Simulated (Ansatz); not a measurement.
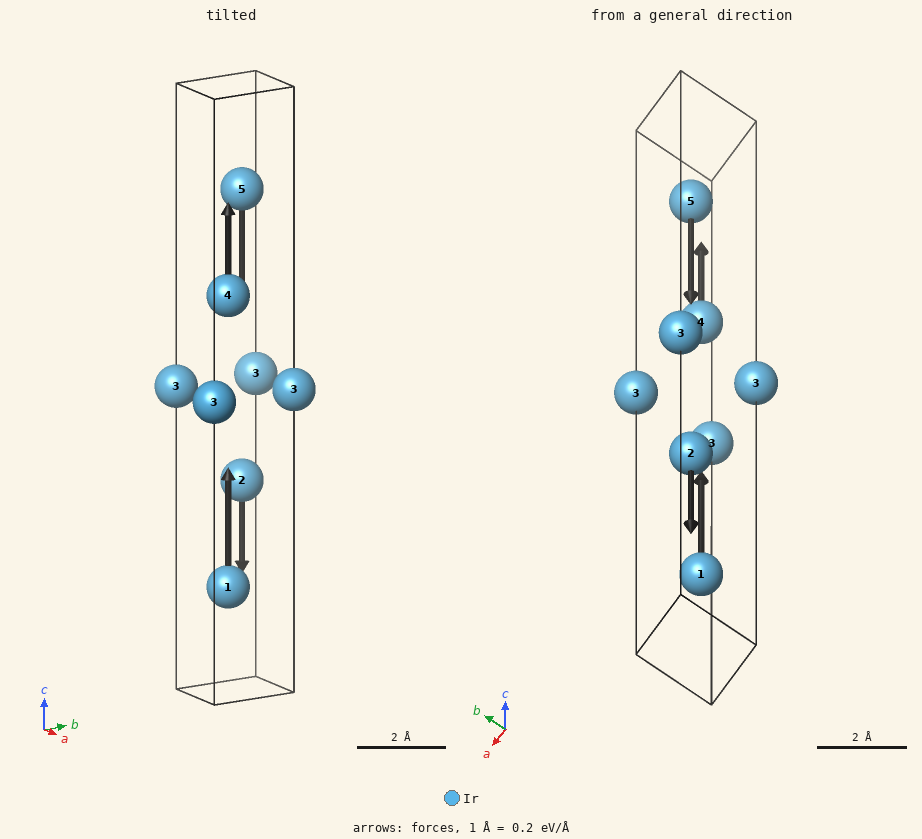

Spheres-only representation of a periodic structure, projected slightly off an axis and from a general direction. The simulation cell is outlined; an atom on or near a face, edge or corner is repeated at each equivalent position. The arrows are the computed forces on the atoms.

System: Ir. Results below were computed with Ansatz, DFT PBE, scalar-relativistic, plane waves, PAW; the settings were wavefunction cutoff 420 eV, Brillouin-zone sampling on a 15×15×1 mesh, Gaussian smearing of 0.1 eV, no spin polarisation.

**Would an optimiser stop at this geometry?**

No. The atoms still feel forces of up to about 0.46 eV/Å, far above a usual threshold of 0.01 to 0.03 eV/Å.

**Find the atom with the largest force.**

Ir1 and Ir5, about 0.46 eV/Å.

The starting point was the standard structure of this element; a slab was cut from it. Earlier steps of the study may have refined or changed the cell and positions. It went into a calculation with Ansatz.
